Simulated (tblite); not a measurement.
**Geometry relaxation of CH$_{9}$NSi$_{4}$ (part 4 of 4)**

Continued. System: CH$_{9}$NSi$_{4}$. Method: GFN2-xTB geometry optimisation, gas phase (tblite 0.8.0). It belongs to a series of runs on one base structure; here: H on Si replaced by CN.

Geometry of the input (Å):
```
N  -2.9154  0.8972  1.9623
C  -2.5140  0.8458  0.8707
Si -1.8027  0.7295  -0.8453
Si -0.5492  -1.1737  -0.9746
Si 0.9769  -1.1303  0.7523
Si 2.2420  0.7640  0.4593
H  -0.9445  1.9061  -1.1677
H  -2.8808  0.6952  -1.8761
H  -1.4075  -2.3936  -0.8510
H  0.1516  -1.2604  -2.2733
H  0.2698  -1.1080  2.0527
H  1.8302  -2.3512  0.7020
H  2.9022  0.7392  -0.8590
H  1.3591  1.9519  0.5020
H  3.2779  0.8966  1.5237
```

**Trajectory as extended XYZ, continued**
```
15
Properties=species:S:1:pos:R:3:forces:R:3 step=139 energy=-448.37851
N    -1.8690    1.7125    1.7137    0.0030  -0.0080  -0.0110
C    -1.9887    1.2695    0.6626   -0.0010   0.0030  -0.0080
Si   -2.1112    0.4932   -1.0325   -0.0030   0.0110   0.0060
Si   -0.5185   -1.1953   -1.1030   -0.0070  -0.0080   0.0180
Si    0.9832   -1.1646    0.6769   -0.0090   0.0140   0.0060
Si    2.2736    0.7524    0.8042   -0.0010  -0.0020   0.0090
H    -1.8931    1.6325   -1.9315   -0.0050  -0.0010   0.0040
H    -3.5290    0.1294   -1.1286   -0.0040   0.0010   0.0010
H    -1.2422   -2.4695   -1.2552    0.0050   0.0110  -0.0050
H     0.1800   -1.0516   -2.3920    0.0080  -0.0060  -0.0140
H     0.1886   -1.3390    1.9018    0.0000  -0.0080   0.0060
H     1.8106   -2.3816    0.6264    0.0120  -0.0010  -0.0040
H     2.9935    0.9749   -0.4550    0.0050  -0.0080  -0.0020
H     1.4353    1.9287    1.0266   -0.0090   0.0050  -0.0010
H     3.2825    0.7164    1.8636    0.0050  -0.0040  -0.0050
15
Properties=species:S:1:pos:R:3:forces:R:3 step=142 energy=-448.37873
N    -1.8369    1.7340    1.6986    0.0000  -0.0110  -0.0250
C    -1.9734    1.2818    0.6534   -0.0060   0.0060   0.0210
Si   -2.1193    0.4866   -1.0303   -0.0120   0.0050  -0.0220
Si   -0.5195   -1.1954   -1.1050   -0.0020   0.0060   0.0040
Si    0.9793   -1.1623    0.6768    0.0090  -0.0130  -0.0090
Si    2.2708    0.7526    0.8117    0.0000   0.0080   0.0100
H    -1.9162    1.6186   -1.9425   -0.0100  -0.0060   0.0050
H    -3.5370    0.1139   -1.1084    0.0160   0.0110   0.0100
H    -1.2366   -2.4712   -1.2692   -0.0010   0.0020   0.0020
H     0.1820   -1.0431   -2.3921    0.0050  -0.0030  -0.0050
H     0.1866   -1.3443    1.9013   -0.0030  -0.0110   0.0110
H     1.8107   -2.3774    0.6167    0.0000   0.0100   0.0040
H     2.9957    0.9794   -0.4440   -0.0020  -0.0070   0.0000
H     1.4312    1.9274    1.0387    0.0020   0.0010  -0.0030
H     3.2784    0.7072    1.8723    0.0020   0.0010  -0.0040
15
Properties=species:S:1:pos:R:3:forces:R:3 step=145 energy=-448.37894
N    -1.8252    1.7425    1.6886   -0.0020  -0.0090  -0.0210
C    -1.9702    1.2866    0.6462    0.0000   0.0060   0.0160
Si   -2.1257    0.4842   -1.0334    0.0010   0.0070  -0.0080
Si   -0.5210   -1.1934   -1.1062    0.0030   0.0010  -0.0160
Si    0.9793   -1.1599    0.6745   -0.0050   0.0000   0.0170
Si    2.2726    0.7533    0.8203   -0.0020   0.0000  -0.0190
H    -1.9334    1.6129   -1.9517   -0.0100  -0.0050   0.0020
H    -3.5425    0.1076   -1.0947    0.0050   0.0060   0.0020
H    -1.2368   -2.4697   -1.2732   -0.0020   0.0010   0.0100
H     0.1806   -1.0454   -2.3949    0.0000   0.0060   0.0080
H     0.1892   -1.3478    1.9012    0.0030  -0.0100  -0.0080
H     1.8132   -2.3719    0.6093    0.0070  -0.0060   0.0030
H     2.9992    0.9773   -0.4358   -0.0080  -0.0010   0.0090
H     1.4347    1.9285    1.0492    0.0040   0.0040  -0.0030
H     3.2815    0.7035    1.8785    0.0050   0.0000   0.0080
15
Properties=species:S:1:pos:R:3:forces:R:3 step=149 energy=-448.37914
N    -1.8019    1.7748    1.6684   -0.0030  -0.0120  -0.0200
C    -1.9590    1.3031    0.6348    0.0070   0.0030   0.0030
Si   -2.1336    0.4780   -1.0327    0.0010   0.0070   0.0060
Si   -0.5201   -1.1923   -1.1125    0.0030   0.0080   0.0170
Si    0.9778   -1.1611    0.6730    0.0130  -0.0090  -0.0100
Si    2.2722    0.7517    0.8295   -0.0010  -0.0030   0.0170
H    -1.9699    1.5974   -1.9679   -0.0070  -0.0080   0.0040
H    -3.5483    0.0898   -1.0615    0.0040   0.0020  -0.0020
H    -1.2309   -2.4713   -1.2847    0.0030   0.0100   0.0060
H     0.1845   -1.0340   -2.3976    0.0010   0.0030  -0.0010
H     0.1883   -1.3628    1.8970   -0.0050  -0.0050   0.0020
H     1.8175   -2.3700    0.6012   -0.0040   0.0040   0.0010
H     3.0024    0.9807   -0.4225   -0.0050   0.0020  -0.0080
H     1.4344    1.9259    1.0646    0.0070   0.0010  -0.0070
H     3.2820    0.6982    1.8888   -0.0150  -0.0040  -0.0070
15
Properties=species:S:1:pos:R:3:forces:R:3 step=152 energy=-448.37939
N    -1.7638    1.8152    1.6387    0.0040  -0.0060  -0.0110
C    -1.9364    1.3256    0.6160   -0.0070   0.0020   0.0080
Si   -2.1453    0.4688   -1.0306   -0.0100  -0.0020   0.0000
Si   -0.5191   -1.1876   -1.1180    0.0240   0.0000  -0.0050
Si    0.9787   -1.1622    0.6677    0.0110  -0.0170  -0.0150
Si    2.2708    0.7494    0.8438    0.0000   0.0080   0.0030
H    -2.0237    1.5721   -1.9896    0.0040   0.0060  -0.0070
H    -3.5561    0.0650   -1.0177    0.0050  -0.0020   0.0050
H    -1.2200   -2.4717   -1.2943    0.0020   0.0120   0.0020
H     0.1843   -1.0182   -2.4039   -0.0090   0.0000   0.0200
H     0.1857   -1.3781    1.8870   -0.0060   0.0000   0.0100
H     1.8217   -2.3687    0.5906   -0.0060   0.0070  -0.0030
H     3.0058    0.9907   -0.4033   -0.0050  -0.0060  -0.0070
H     1.4374    1.9245    1.0858   -0.0030   0.0030  -0.0030
H     3.2756    0.6832    1.9060   -0.0010  -0.0050   0.0040
15
Properties=species:S:1:pos:R:3:forces:R:3 step=155 energy=-448.37960
N    -1.7317    1.8575    1.6096    0.0020  -0.0110  -0.0250
C    -1.9198    1.3494    0.5986   -0.0050   0.0040   0.0170
Si   -2.1551    0.4596   -1.0271   -0.0030   0.0050   0.0000
Si   -0.5142   -1.1822   -1.1220   -0.0060  -0.0020  -0.0080
Si    0.9791   -1.1656    0.6649   -0.0040   0.0060   0.0130
Si    2.2663    0.7473    0.8574    0.0000   0.0010   0.0000
H    -2.0688    1.5454   -2.0102    0.0010   0.0010   0.0000
H    -3.5599    0.0399   -0.9720    0.0020  -0.0020   0.0020
H    -1.2066   -2.4693   -1.3105    0.0010   0.0120   0.0030
H     0.1878   -0.9979   -2.4056    0.0010   0.0020   0.0100
H     0.1875   -1.3948    1.8840    0.0000   0.0000  -0.0070
H     1.8244   -2.3674    0.5749    0.0110  -0.0190   0.0000
H     3.0028    0.9917   -0.3876    0.0030   0.0000  -0.0150
H     1.4351    1.9223    1.1033   -0.0080   0.0060   0.0000
H     3.2689    0.6721    1.9205    0.0050  -0.0030   0.0100
15
Properties=species:S:1:pos:R:3:forces:R:3 step=158 energy=-448.37973
N    -1.7143    1.8843    1.5917    0.0050  -0.0030  -0.0090
C    -1.9105    1.3645    0.5884   -0.0050  -0.0040   0.0050
Si   -2.1595    0.4550   -1.0242    0.0060  -0.0020   0.0050
Si   -0.5109   -1.1797   -1.1233   -0.0090   0.0080   0.0020
Si    0.9798   -1.1699    0.6664    0.0030  -0.0040   0.0010
Si    2.2623    0.7462    0.8636    0.0010   0.0000   0.0020
H    -2.0941    1.5309   -2.0192    0.0000   0.0030  -0.0050
H    -3.5600    0.0263   -0.9437   -0.0060  -0.0050  -0.0010
H    -1.1975   -2.4676   -1.3238   -0.0010   0.0070   0.0010
H     0.1942   -0.9816   -2.4027    0.0050   0.0000   0.0010
H     0.1866   -1.4097    1.8821    0.0010   0.0020  -0.0020
H     1.8281   -2.3705    0.5686    0.0010  -0.0020   0.0030
H     2.9977    0.9907   -0.3827    0.0020   0.0000  -0.0040
H     1.4290    1.9204    1.1094    0.0000  -0.0040   0.0000
H     3.2647    0.6687    1.9276   -0.0030   0.0020   0.0000
15
Properties=species:S:1:pos:R:3:forces:R:3 step=161 energy=-448.37977
N    -1.7057    1.8897    1.5858    0.0030  -0.0070  -0.0170
C    -1.9062    1.3673    0.5845   -0.0030   0.0050   0.0210
Si   -2.1614    0.4534   -1.0241   -0.0070   0.0040   0.0000
Si   -0.5111   -1.1778   -1.1232    0.0090  -0.0010  -0.0010
Si    0.9800   -1.1710    0.6666    0.0000   0.0010  -0.0040
Si    2.2612    0.7463    0.8659    0.0000  -0.0050  -0.0060
H    -2.1016    1.5269   -2.0222   -0.0020   0.0010  -0.0040
H    -3.5611    0.0224   -0.9357    0.0000  -0.0020  -0.0020
H    -1.1964   -2.4657   -1.3269   -0.0030   0.0030   0.0010
H     0.1968   -0.9777   -2.4009    0.0010   0.0010   0.0020
H     0.1853   -1.4134    1.8805    0.0020   0.0020   0.0020
H     1.8291   -2.3709    0.5673   -0.0010  -0.0010   0.0030
H     2.9962    0.9906   -0.3812    0.0000   0.0000   0.0040
H     1.4274    1.9200    1.1115    0.0000  -0.0030   0.0010
H     3.2630    0.6678    1.9302   -0.0010   0.0030   0.0000
15
Properties=species:S:1:pos:R:3:forces:R:3 step=164 energy=-448.37982
N    -1.7049    1.8890    1.5857    0.0020  -0.0040  -0.0080
C    -1.9081    1.3665    0.5852   -0.0030   0.0030   0.0090
Si   -2.1631    0.4539   -1.0244    0.0010   0.0070  -0.0010
Si   -0.5112   -1.1761   -1.1216    0.0060  -0.0010   0.0020
Si    0.9800   -1.1729    0.6678   -0.0020   0.0060   0.0020
Si    2.2605    0.7449    0.8642   -0.0020  -0.0020   0.0020
H    -2.0997    1.5271   -2.0231   -0.0050  -0.0030   0.0030
H    -3.5627    0.0224   -0.9380    0.0010  -0.0010  -0.0030
H    -1.1968   -2.4632   -1.3286   -0.0020  -0.0010  -0.0010
H     0.2011   -0.9738   -2.3962    0.0000   0.0010  -0.0040
H     0.1872   -1.4152    1.8831    0.0030   0.0020   0.0000
H     1.8297   -2.3719    0.5681    0.0000  -0.0060   0.0010
H     2.9954    0.9896   -0.3824    0.0020   0.0000  -0.0020
H     1.4259    1.9180    1.1098   -0.0020  -0.0020  -0.0010
H     3.2624    0.6697    1.9286    0.0010   0.0010   0.0010
```

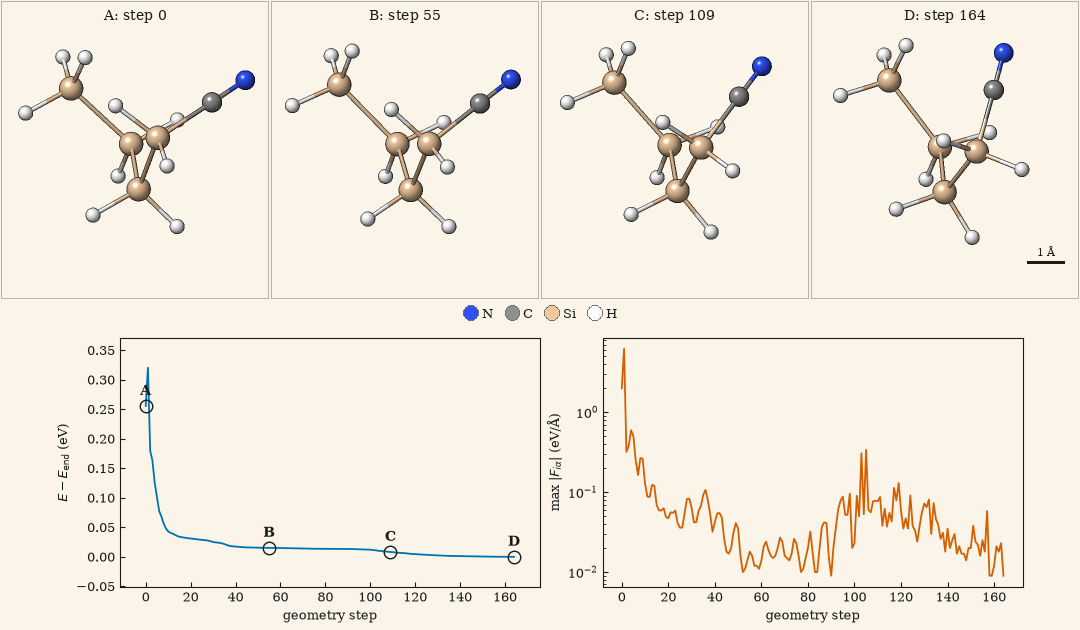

*Frames of the relaxation (ball-and-stick view, seen at a tilt) above the curves, on which the letters mark them (steps are counted from 0).*

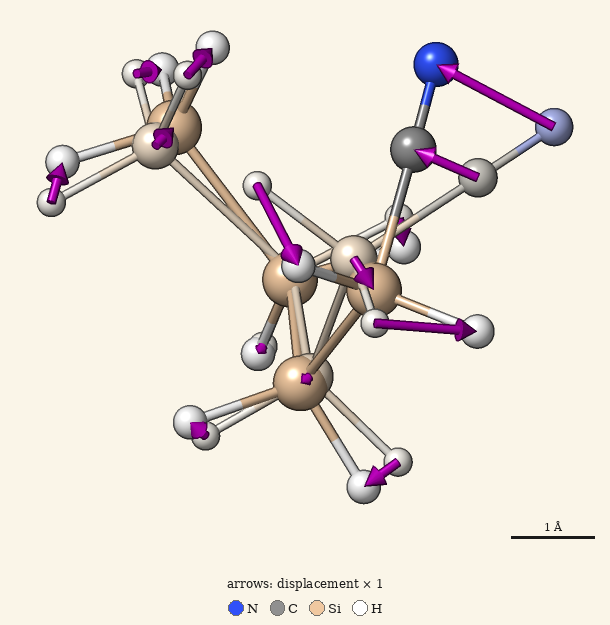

*Start (faint) and end (solid) with the displacements as pink arrows, at true length (ball-and-stick view, seen at a tilt). The two geometries are laid on each other by the best rigid fit.*

Over 164 geometry steps the energy falls by 0.256 eV. Largest force component: 2 eV/Å at the start, 0.009 eV/Å at the end. The largest move after the best rigid fit is that of N1, 1.62 Å. Largest moves by element: N 1.62 Å, H 1.49 Å, C 0.86 Å, Si 0.49 Å. Among the contacts that change: Si3–Si4 2.283 → 2.323 Å, Si6–H15 1.491 → 1.464 Å, Si4–Si5 2.305 → 2.329 Å, Si3–H7 1.492 → 1.467 Å. Among the angles that change: C2–Si3–H7 111.7° → 102.9°, Si4–Si3–H8 109.8° → 118.3°, C2–Si3–H8 111.2° → 102.9°. (Atoms are counted from 1 in the order of the input.)
